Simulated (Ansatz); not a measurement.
Cost and result by functional for the surface energy of the (30-31) surface of hcp Be in its 1x1 cell, outermost plane spacing 0.32 Å in the ideal cut, in Ansatz (plane waves, PAW). Single points on the PBE structure, on one kind of machine; costs are rough ratios of the slab run's core time (references not counted) to the cheapest single point. r2SCAN's cost holds its higher cutoff (500 against 420 eV). Differences are taken against r2SCAN for comparison alone: no measured value is at hand, so the table doesn't rank accuracy.

Set-up: 34 atoms, 10.6 Å thick at the start; mesh 17x4x1; 0.1 eV smearing; dipole correction on; all atoms relaxed; held to the part of the start's symmetry that mesh and held atoms allow; no spin, no spin-orbit, no U. These notes are the PBE run's.

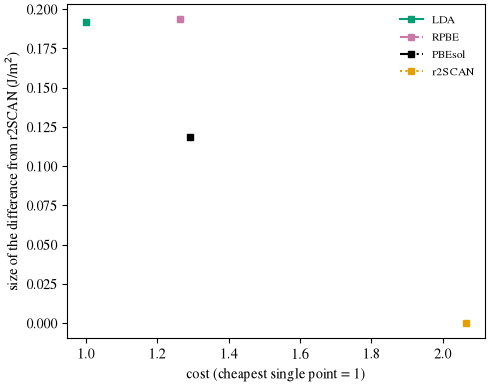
*Difference from r2SCAN against cost*

| functional | relative cost | surface energy (J/m²) | less r2SCAN (J/m²) |
|---|---|---|---|
| LDA | 1 | 2.16 | 0.19 |
| RPBE | 1 | 1.77 | -0.19 |
| PBEsol | 1 | 2.08 | 0.12 |
| r2SCAN | 2 | 1.96 | 0.00 |
| PBE (the relaxed run's value) | – | 1.91 | -0.06 |

The values span 0.39 J/m², while the single points' costs differ by a factor of roughly 2. Differences are of unrounded values.

Ansatz is an electronic-structure program.
